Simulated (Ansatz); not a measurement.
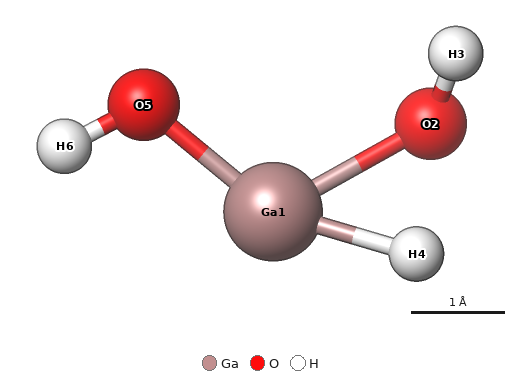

**Figure 1.** The starting structure (ball-and-stick view, seen on its broad side; atoms are numbered from 1 in the order of the input). Sticks mark near contacts. Bond lengths as drawn: Ga–H 1.64 Å, Ga–O 1.81 to 1.97 Å and H–O 0.98 Å.

GaH$_{3}$O$_{2}$: molecular dynamics (part 1 of 3)

System: GaH$_{3}$O$_{2}$.
Method: RKS PBE-D4/def2-SVP (Ansatz 0.2.0).

It belongs to a series of runs on one base structure; here: dynamics from the highest image of the converged band. Figures and captions count atoms from 1; the log counts them from 0 in places.

What the program printed:
```
Engine: ansatz 0.2.0, aarch64-unknown-linux-gnu
Functional definition: PBE
  parameter kappa = 0.804
  parameter beta = 0.06672455060314922
  exchange = pbe_x(kappa = kappa, mu = beta*pi^2/3)
  correlation = pbe_c(beta = beta)
815 factors; their error is unknown
mean field evaluation 1: about -56484.0556 eV, gradient 8.7e1 eV
mean field evaluation 2: about -56350.1256 eV, gradient 2.3e2 eV
mean field evaluation 4: about -56492.8380 eV, gradient 4.9e1 eV
mean field evaluation 8: about -56497.9746 eV, gradient 3.1e-1 eV
mean field evaluation 16: about -56497.9465 eV, gradient 4.7e-4 eV
mean field -56497.94651990 eV, -2076.2612389228 hartree, gradient 4.7e-5 eV, S^2 0.000000; 0 other end points of the search recorded, 0 dependent functions left out
the calculation of the forces begins
reference -56497.94655507 eV, -2076.2612402153 hartree; 25, 25 occupied and 50, 50 virtual orbitals, 815 factors
md step     0: t =     0.00 fs  T =   100.0 K  F+E_penalty+E_count = -56498.02337429 eV  E_kin = 0.051704 eV  conserved = -56497.97167029 eV  (27 SCF iters)
these checks for a lower state are left out or cut short: starts, cluster_reference, orbital_swaps, neighbouring_geometries, increment
815 factors; their error is unknown
mean field -56497.94614626 eV, -2076.2612251918 hartree, gradient 2.0e-5 eV, S^2 0.000000; 0 other end points of the search recorded, 0 dependent functions left out
the calculation of the forces begins
reference -56497.94618142 eV, -2076.2612264838 hartree; 25, 25 occupied and 50, 50 virtual orbitals, 815 factors
md step     1: t =     0.50 fs  T =    99.3 K  F+E_penalty+E_count = -56498.02299554 eV  E_kin = 0.051337 eV  conserved = -56497.97165852 eV  (29 SCF iters)
[... from here on the SCF iterations and repeated set-up lines of each step are left out, up to the last step ...]
md step     2: t =     1.00 fs  T =    97.5 K  F+E_penalty+E_count = -56498.02206096 eV  E_kin = 0.050423 eV  conserved = -56497.97163768 eV  (29 SCF iters)
md step     3: t =     1.50 fs  T =    95.3 K  F+E_penalty+E_count = -56498.02087728 eV  E_kin = 0.049260 eV  conserved = -56497.97161694 eV  (29 SCF iters)
md step     4: t =     2.00 fs  T =    93.1 K  F+E_penalty+E_count = -56498.01975443 eV  E_kin = 0.048149 eV  conserved = -56497.97160590 eV  (29 SCF iters)
md step     5: t =     2.50 fs  T =    91.4 K  F+E_penalty+E_count = -56498.01885937 eV  E_kin = 0.047250 eV  conserved = -56497.97160927 eV  (28 SCF iters)
md step     6: t =     3.00 fs  T =    90.0 K  F+E_penalty+E_count = -56498.01814384 eV  E_kin = 0.046519 eV  conserved = -56497.97162446 eV  (28 SCF iters)
md step     7: t =     3.50 fs  T =    88.5 K  F+E_penalty+E_count = -56498.01738339 eV  E_kin = 0.045740 eV  conserved = -56497.97164307 eV  (28 SCF iters)
md step     8: t =     4.00 fs  T =    86.4 K  F+E_penalty+E_count = -56498.01630404 eV  E_kin = 0.044649 eV  conserved = -56497.97165547 eV  (27 SCF iters)
md step     9: t =     4.50 fs  T =    83.3 K  F+E_penalty+E_count = -56498.01472854 eV  E_kin = 0.043073 eV  conserved = -56497.97165562 eV  (27 SCF iters)
md step    10: t =     5.00 fs  T =    79.3 K  F+E_penalty+E_count = -56498.01266946 eV  E_kin = 0.041026 eV  conserved = -56497.97164332 eV  (28 SCF iters)
md step    11: t =     5.50 fs  T =    74.9 K  F+E_penalty+E_count = -56498.01033138 eV  E_kin = 0.038708 eV  conserved = -56497.97162384 eV  (28 SCF iters)
md step    12: t =     6.00 fs  T =    70.4 K  F+E_penalty+E_count = -56498.00802885 eV  E_kin = 0.036424 eV  conserved = -56497.97160514 eV  (28 SCF iters)
md step    13: t =     6.50 fs  T =    66.7 K  F+E_penalty+E_count = -56498.00606113 eV  E_kin = 0.034466 eV  conserved = -56497.97159495 eV  (29 SCF iters)
md step    14: t =     7.00 fs  T =    63.8 K  F+E_penalty+E_count = -56498.00459446 eV  E_kin = 0.032998 eV  conserved = -56497.97159668 eV  (29 SCF iters)
md step    15: t =     7.50 fs  T =    61.9 K  F+E_penalty+E_count = -56498.00360038 eV  E_kin = 0.031991 eV  conserved = -56497.97160987 eV  (29 SCF iters)
md step    16: t =     8.00 fs  T =    60.4 K  F+E_penalty+E_count = -56498.00286752 eV  E_kin = 0.031238 eV  conserved = -56497.97162910 eV  (29 SCF iters)
md step    17: t =     8.50 fs  T =    58.9 K  F+E_penalty+E_count = -56498.00208751 eV  E_kin = 0.030441 eV  conserved = -56497.97164628 eV  (29 SCF iters)
md step    18: t =     9.00 fs  T =    56.7 K  F+E_penalty+E_count = -56498.00098295 eV  E_kin = 0.029329 eV  conserved = -56497.97165370 eV  (29 SCF iters)
md step    19: t =     9.50 fs  T =    53.7 K  F+E_penalty+E_count = -56497.99942849 eV  E_kin = 0.027781 eV  conserved = -56497.97164737 eV  (29 SCF iters)
md step    20: t =    10.00 fs  T =    50.1 K  F+E_penalty+E_count = -56497.99751278 eV  E_kin = 0.025883 eV  conserved = -56497.97162928 eV  (29 SCF iters)
md step    21: t =    10.50 fs  T =    46.2 K  F+E_penalty+E_count = -56497.99550763 eV  E_kin = 0.023901 eV  conserved = -56497.97160704 eV  (29 SCF iters)
md step    22: t =    11.00 fs  T =    42.9 K  F+E_penalty+E_count = -56497.99375052 eV  E_kin = 0.022160 eV  conserved = -56497.97159064 eV  (29 SCF iters)
md step    23: t =    11.50 fs  T =    40.4 K  F+E_penalty+E_count = -56497.99249138 eV  E_kin = 0.020904 eV  conserved = -56497.97158757 eV  (29 SCF iters)
md step    24: t =    12.00 fs  T =    39.0 K  F+E_penalty+E_count = -56497.99177877 eV  E_kin = 0.020180 eV  conserved = -56497.97159856 eV  (29 SCF iters)
md step    25: t =    12.50 fs  T =    38.3 K  F+E_penalty+E_count = -56497.99144588 eV  E_kin = 0.019828 eV  conserved = -56497.97161768 eV  (29 SCF iters)
md step    26: t =    13.00 fs  T =    37.8 K  F+E_penalty+E_count = -56497.99120146 eV  E_kin = 0.019566 eV  conserved = -56497.97163528 eV  (29 SCF iters)
md step    27: t =    13.50 fs  T =    37.0 K  F+E_penalty+E_count = -56497.99077754 eV  E_kin = 0.019135 eV  conserved = -56497.97164304 eV  (29 SCF iters)
md step    28: t =    14.00 fs  T =    35.6 K  F+E_penalty+E_count = -56497.99005790 eV  E_kin = 0.018420 eV  conserved = -56497.97163771 eV  (29 SCF iters)
md step    29: t =    14.50 fs  T =    33.9 K  F+E_penalty+E_count = -56497.98912870 eV  E_kin = 0.017507 eV  conserved = -56497.97162210 eV  (29 SCF iters)
md step    30: t =    15.00 fs  T =    32.2 K  F+E_penalty+E_count = -56497.98823562 eV  E_kin = 0.016632 eV  conserved = -56497.97160328 eV  (28 SCF iters)
md step    31: t =    15.50 fs  T =    31.1 K  F+E_penalty+E_count = -56497.98767449 eV  E_kin = 0.016085 eV  conserved = -56497.97158925 eV  (29 SCF iters)
md step    32: t =    16.00 fs  T =    31.1 K  F+E_penalty+E_count = -56497.98766584 eV  E_kin = 0.016080 eV  conserved = -56497.97158581 eV  (29 SCF iters)
md step    33: t =    16.50 fs  T =    32.2 K  F+E_penalty+E_count = -56497.98826366 eV  E_kin = 0.016669 eV  conserved = -56497.97159446 eV  (29 SCF iters)
md step    34: t =    17.00 fs  T =    34.3 K  F+E_penalty+E_count = -56497.98933174 eV  E_kin = 0.017720 eV  conserved = -56497.97161196 eV  (29 SCF iters)
md step    35: t =    17.50 fs  T =    36.7 K  F+E_penalty+E_count = -56497.99059510 eV  E_kin = 0.018964 eV  conserved = -56497.97163143 eV  (29 SCF iters)
md step    36: t =    18.00 fs  T =    38.9 K  F+E_penalty+E_count = -56497.99174815 eV  E_kin = 0.020103 eV  conserved = -56497.97164488 eV  (29 SCF iters)
md step    37: t =    18.50 fs  T =    40.5 K  F+E_penalty+E_count = -56497.99258015 eV  E_kin = 0.020934 eV  conserved = -56497.97164627 eV  (29 SCF iters)
md step    38: t =    19.00 fs  T =    41.5 K  F+E_penalty+E_count = -56497.99306909 eV  E_kin = 0.021435 eV  conserved = -56497.97163425 eV  (29 SCF iters)
md step    39: t =    19.50 fs  T =    42.1 K  F+E_penalty+E_count = -56497.99340134 eV  E_kin = 0.021788 eV  conserved = -56497.97161326 eV  (29 SCF iters)
md step    40: t =    20.00 fs  T =    43.1 K  F+E_penalty+E_count = -56497.99390191 eV  E_kin = 0.022310 eV  conserved = -56497.97159193 eV  (28 SCF iters)
md step    41: t =    20.50 fs  T =    45.1 K  F+E_penalty+E_count = -56497.99490084 eV  E_kin = 0.023322 eV  conserved = -56497.97157901 eV  (29 SCF iters)
md step    42: t =    21.00 fs  T =    48.4 K  F+E_penalty+E_count = -56497.99659856 eV  E_kin = 0.025020 eV  conserved = -56497.97157878 eV  (29 SCF iters)
md step    43: t =    21.50 fs  T =    53.0 K  F+E_penalty+E_count = -56497.99900079 eV  E_kin = 0.027412 eV  conserved = -56497.97158849 eV  (29 SCF iters)
md step    44: t =    22.00 fs  T =    58.7 K  F+E_penalty+E_count = -56498.00196068 eV  E_kin = 0.030361 eV  conserved = -56497.97159966 eV  (30 SCF iters)
md step    45: t =    22.50 fs  T =    65.2 K  F+E_penalty+E_count = -56498.00530924 eV  E_kin = 0.033707 eV  conserved = -56497.97160231 eV  (29 SCF iters)
md step    46: t =    23.00 fs  T =    72.4 K  F+E_penalty+E_count = -56498.00900920 eV  E_kin = 0.037420 eV  conserved = -56497.97158965 eV  (30 SCF iters)
md step    47: t =    23.50 fs  T =    80.7 K  F+E_penalty+E_count = -56498.01326122 eV  E_kin = 0.041701 eV  conserved = -56497.97156055 eV  (30 SCF iters)
md step    48: t =    24.00 fs  T =    90.9 K  F+E_penalty+E_count = -56498.01852358 eV  E_kin = 0.047004 eV  conserved = -56497.97151909 eV  (29 SCF iters)
md step    49: t =    24.50 fs  T =   104.4 K  F+E_penalty+E_count = -56498.02545242 eV  E_kin = 0.053981 eV  conserved = -56497.97147115 eV  (30 SCF iters)
md step    50: t =    25.00 fs  T =   122.6 K  F+E_penalty+E_count = -56498.03480723 eV  E_kin = 0.063385 eV  conserved = -56497.97142184 eV  (29 SCF iters)
md step    51: t =    25.50 fs  T =   147.0 K  F+E_penalty+E_count = -56498.04737262 eV  E_kin = 0.076000 eV  conserved = -56497.97137241 eV  (29 SCF iters)
md step    52: t =    26.00 fs  T =   179.1 K  F+E_penalty+E_count = -56498.06393957 eV  E_kin = 0.092620 eV  conserved = -56497.97131928 eV  (29 SCF iters)
md step    53: t =    26.50 fs  T =   220.7 K  F+E_penalty+E_count = -56498.08536248 eV  E_kin = 0.114108 eV  conserved = -56497.97125489 eV  (29 SCF iters)
md step    54: t =    27.00 fs  T =   273.7 K  F+E_penalty+E_count = -56498.11268051 eV  E_kin = 0.141510 eV  conserved = -56497.97117031 eV  (29 SCF iters)
md step    55: t =    27.50 fs  T =   340.8 K  F+E_penalty+E_count = -56498.14726373 eV  E_kin = 0.176204 eV  conserved = -56497.97105981 eV  (29 SCF iters)
md step    56: t =    28.00 fs  T =   425.5 K  F+E_penalty+E_count = -56498.19091489 eV  E_kin = 0.219988 eV  conserved = -56497.97092695 eV  (28 SCF iters)
md step    57: t =    28.50 fs  T =   531.9 K  F+E_penalty+E_count = -56498.24582946 eV  E_kin = 0.275032 eV  conserved = -56497.97079773 eV  (29 SCF iters, 3 dispersion substeps)
md step    58: t =    29.00 fs  T =   664.4 K  F+E_penalty+E_count = -56498.31425140 eV  E_kin = 0.343518 eV  conserved = -56497.97073298 eV  (27 SCF iters, 3 dispersion substeps)
md step    59: t =    29.50 fs  T =   825.4 K  F+E_penalty+E_count = -56498.39761267 eV  E_kin = 0.426759 eV  conserved = -56497.97085374 eV  (29 SCF iters, 3 dispersion substeps)
md step    60: t =    30.00 fs  T =  1012.5 K  F+E_penalty+E_count = -56498.49485217 eV  E_kin = 0.523494 eV  conserved = -56497.97135784 eV  (28 SCF iters, 3 dispersion substeps)
md step    61: t =    30.50 fs  T =  1213.2 K  F+E_penalty+E_count = -56498.59974445 eV  E_kin = 0.627260 eV  conserved = -56497.97248467 eV  (29 SCF iters, 3 dispersion substeps)
md step    62: t =    31.00 fs  T =  1399.5 K  F+E_penalty+E_count = -56498.69789588 eV  E_kin = 0.723580 eV  conserved = -56497.97431590 eV  (29 SCF iters, 3 dispersion substeps)
md step    63: t =    31.50 fs  T =  1528.3 K  F+E_penalty+E_count = -56498.76647686 eV  E_kin = 0.790185 eV  conserved = -56497.97629212 eV  (29 SCF iters, 3 dispersion substeps)
md step    64: t =    32.00 fs  T =  1559.7 K  F+E_penalty+E_count = -56498.78324749 eV  E_kin = 0.806442 eV  conserved = -56497.97680595 eV  (28 SCF iters, 3 dispersion substeps)
md step    65: t =    32.50 fs  T =  1498.5 K  F+E_penalty+E_count = -56498.74898426 eV  E_kin = 0.774784 eV  conserved = -56497.97420013 eV  (27 SCF iters, 3 dispersion substeps)
md step    66: t =    33.00 fs  T =  1425.4 K  F+E_penalty+E_count = -56498.70688264 eV  E_kin = 0.736985 eV  conserved = -56497.96989746 eV  (27 SCF iters, 3 dispersion substeps)
md step    67: t =    33.50 fs  T =  1450.3 K  F+E_penalty+E_count = -56498.71866400 eV  E_kin = 0.749860 eV  conserved = -56497.96880387 eV  (27 SCF iters, 3 dispersion substeps)
md step    68: t =    34.00 fs  T =  1598.6 K  F+E_penalty+E_count = -56498.79911550 eV  E_kin = 0.826524 eV  conserved = -56497.97259149 eV  (27 SCF iters, 3 dispersion substeps)
md step    69: t =    34.50 fs  T =  1775.9 K  F+E_penalty+E_count = -56498.89507651 eV  E_kin = 0.918186 eV  conserved = -56497.97689069 eV  (27 SCF iters, 3 dispersion substeps)
md step    70: t =    35.00 fs  T =  1865.6 K  F+E_penalty+E_count = -56498.94265592 eV  E_kin = 0.964589 eV  conserved = -56497.97806702 eV  (26 SCF iters, 3 dispersion substeps)
md step    71: t =    35.50 fs  T =  1823.6 K  F+E_penalty+E_count = -56498.91945690 eV  E_kin = 0.942891 eV  conserved = -56497.97656621 eV  (26 SCF iters, 3 dispersion substeps)
md step    72: t =    36.00 fs  T =  1680.3 K  F+E_penalty+E_count = -56498.84302405 eV  E_kin = 0.868773 eV  conserved = -56497.97425101 eV  (26 SCF iters, 3 dispersion substeps)
md step    73: t =    36.50 fs  T =  1495.8 K  F+E_penalty+E_count = -56498.74568632 eV  E_kin = 0.773409 eV  conserved = -56497.97227766 eV  (26 SCF iters, 3 dispersion substeps)
md step    74: t =    37.00 fs  T =  1326.4 K  F+E_penalty+E_count = -56498.65674737 eV  E_kin = 0.685789 eV  conserved = -56497.97095789 eV  (26 SCF iters, 3 dispersion substeps)
md step    75: t =    37.50 fs  T =  1211.5 K  F+E_penalty+E_count = -56498.59662763 eV  E_kin = 0.626420 eV  conserved = -56497.97020789 eV  (25 SCF iters, 3 dispersion substeps)
md step    76: t =    38.00 fs  T =  1174.9 K  F+E_penalty+E_count = -56498.57731123 eV  E_kin = 0.607445 eV  conserved = -56497.96986650 eV  (26 SCF iters, 3 dispersion substeps)
md step    77: t =    38.50 fs  T =  1227.3 K  F+E_penalty+E_count = -56498.60439546 eV  E_kin = 0.634566 eV  conserved = -56497.96982944 eV  (26 SCF iters, 3 dispersion substeps)
md step    78: t =    39.00 fs  T =  1370.2 K  F+E_penalty+E_count = -56498.67852861 eV  E_kin = 0.708430 eV  conserved = -56497.97009907 eV  (27 SCF iters, 3 dispersion substeps)
md step    79: t =    39.50 fs  T =  1594.8 K  F+E_penalty+E_count = -56498.79535854 eV  E_kin = 0.824562 eV  conserved = -56497.97079642 eV  (25 SCF iters, 3 dispersion substeps)
md step    80: t =    40.00 fs  T =  1879.2 K  F+E_penalty+E_count = -56498.94379037 eV  E_kin = 0.971645 eV  conserved = -56497.97214497 eV  (26 SCF iters, 3 dispersion substeps)
md step    81: t =    40.50 fs  T =  2182.8 K  F+E_penalty+E_count = -56499.10295861 eV  E_kin = 1.128576 eV  conserved = -56497.97438214 eV  (28 SCF iters, 3 dispersion substeps)
md step    82: t =    41.00 fs  T =  2441.0 K  F+E_penalty+E_count = -56499.23957525 eV  E_kin = 1.262117 eV  conserved = -56497.97745836 eV  (25 SCF iters, 3 dispersion substeps)
md step    83: t =    41.50 fs  T =  2572.7 K  F+E_penalty+E_count = -56499.31054669 eV  E_kin = 1.330201 eV  conserved = -56497.98034578 eV  (24 SCF iters, 3 dispersion substeps)
md step    84: t =    42.00 fs  T =  2515.0 K  F+E_penalty+E_count = -56499.28073160 eV  E_kin = 1.300361 eV  conserved = -56497.98037064 eV  (25 SCF iters, 3 dispersion substeps)
md step    85: t =    42.50 fs  T =  2296.1 K  F+E_penalty+E_count = -56499.16210802 eV  E_kin = 1.187186 eV  conserved = -56497.97492173 eV  (27 SCF iters, 3 dispersion substeps)
md step    86: t =    43.00 fs  T =  2082.1 K  F+E_penalty+E_count = -56499.04381892 eV  E_kin = 1.076554 eV  conserved = -56497.96726453 eV  (27 SCF iters, 3 dispersion substeps)
md step    87: t =    43.50 fs  T =  2070.8 K  F+E_penalty+E_count = -56499.03718098 eV  E_kin = 1.070674 eV  conserved = -56497.96650705 eV  (27 SCF iters, 3 dispersion substeps)
md step    88: t =    44.00 fs  T =  2280.0 K  F+E_penalty+E_count = -56499.15254220 eV  E_kin = 1.178842 eV  conserved = -56497.97369999 eV  (27 SCF iters, 3 dispersion substeps)
md step    89: t =    44.50 fs  T =  2525.9 K  F+E_penalty+E_count = -56499.28591492 eV  E_kin = 1.306005 eV  conserved = -56497.97991027 eV  (27 SCF iters, 3 dispersion substeps)
md step    90: t =    45.00 fs  T =  2626.3 K  F+E_penalty+E_count = -56499.33843622 eV  E_kin = 1.357899 eV  conserved = -56497.98053697 eV  (27 SCF iters, 3 dispersion substeps)
md step    91: t =    45.50 fs  T =  2535.4 K  F+E_penalty+E_count = -56499.28864410 eV  E_kin = 1.310918 eV  conserved = -56497.97772599 eV  (26 SCF iters, 3 dispersion substeps)
md step    92: t =    46.00 fs  T =  2312.8 K  F+E_penalty+E_count = -56499.17020271 eV  E_kin = 1.195802 eV  conserved = -56497.97440062 eV  (26 SCF iters, 3 dispersion substeps)
md step    93: t =    46.50 fs  T =  2046.4 K  F+E_penalty+E_count = -56499.02991499 eV  E_kin = 1.058056 eV  conserved = -56497.97185946 eV  (26 SCF iters, 3 dispersion substeps)
md step    94: t =    47.00 fs  T =  1809.6 K  F+E_penalty+E_count = -56498.90591680 eV  E_kin = 0.935632 eV  conserved = -56497.97028490 eV  (25 SCF iters, 3 dispersion substeps)
md step    95: t =    47.50 fs  T =  1650.4 K  F+E_penalty+E_count = -56498.82282717 eV  E_kin = 0.853339 eV  conserved = -56497.96948785 eV  (26 SCF iters, 3 dispersion substeps)
md step    96: t =    48.00 fs  T =  1594.1 K  F+E_penalty+E_count = -56498.79347813 eV  E_kin = 0.824209 eV  conserved = -56497.96926936 eV  (26 SCF iters, 3 dispersion substeps)
md step    97: t =    48.50 fs  T =  1647.7 K  F+E_penalty+E_count = -56498.82145946 eV  E_kin = 0.851910 eV  conserved = -56497.96954915 eV  (25 SCF iters, 3 dispersion substeps)
md step    98: t =    49.00 fs  T =  1802.2 K  F+E_penalty+E_count = -56498.90221636 eV  E_kin = 0.931809 eV  conserved = -56497.97040714 eV  (26 SCF iters, 3 dispersion substeps)
md step    99: t =    49.50 fs  T =  2030.7 K  F+E_penalty+E_count = -56499.02199332 eV  E_kin = 1.049938 eV  conserved = -56497.97205523 eV  (27 SCF iters, 3 dispersion substeps)
md step   100: t =    50.00 fs  T =  2283.3 K  F+E_penalty+E_count = -56499.15520263 eV  E_kin = 1.180546 eV  conserved = -56497.97465617 eV  (25 SCF iters, 3 dispersion substeps)
md step   101: t =    50.50 fs  T =  2486.2 K  F+E_penalty+E_count = -56499.26328404 eV  E_kin = 1.285471 eV  conserved = -56497.97781323 eV  (25 SCF iters, 3 dispersion substeps)
md step   102: t =    51.00 fs  T =  2558.9 K  F+E_penalty+E_count = -56499.30279820 eV  E_kin = 1.323054 eV  conserved = -56497.97974425 eV  (25 SCF iters, 3 dispersion substeps)
md step   103: t =    51.50 fs  T =  2467.8 K  F+E_penalty+E_count = -56499.25336587 eV  E_kin = 1.275965 eV  conserved = -56497.97740059 eV  (28 SCF iters, 3 dispersion substeps)
md step   104: t =    52.00 fs  T =  2297.8 K  F+E_penalty+E_count = -56499.15849842 eV  E_kin = 1.188052 eV  conserved = -56497.97044593 eV  (27 SCF iters, 3 dispersion substeps)
md step   105: t =    52.50 fs  T =  2234.5 K  F+E_penalty+E_count = -56499.12125465 eV  E_kin = 1.155317 eV  conserved = -56497.96593749 eV  (28 SCF iters, 3 dispersion substeps)
md step   106: t =    53.00 fs  T =  2387.0 K  F+E_penalty+E_count = -56499.20436181 eV  E_kin = 1.234153 eV  conserved = -56497.97020843 eV  (27 SCF iters, 3 dispersion substeps)
md step   107: t =    53.50 fs  T =  2651.5 K  F+E_penalty+E_count = -56499.34865151 eV  E_kin = 1.370920 eV  conserved = -56497.97773104 eV  (27 SCF iters, 3 dispersion substeps)
md step   108: t =    54.00 fs  T =  2830.3 K  F+E_penalty+E_count = -56499.44412286 eV  E_kin = 1.463365 eV  conserved = -56497.98075794 eV  (25 SCF iters, 3 dispersion substeps)
md step   109: t =    54.50 fs  T =  2820.9 K  F+E_penalty+E_count = -56499.43760363 eV  E_kin = 1.458536 eV  conserved = -56497.97906771 eV  (25 SCF iters, 3 dispersion substeps)
md step   110: t =    55.00 fs  T =  2648.1 K  F+E_penalty+E_count = -56499.34505908 eV  E_kin = 1.369187 eV  conserved = -56497.97587213 eV  (25 SCF iters, 3 dispersion substeps)
```
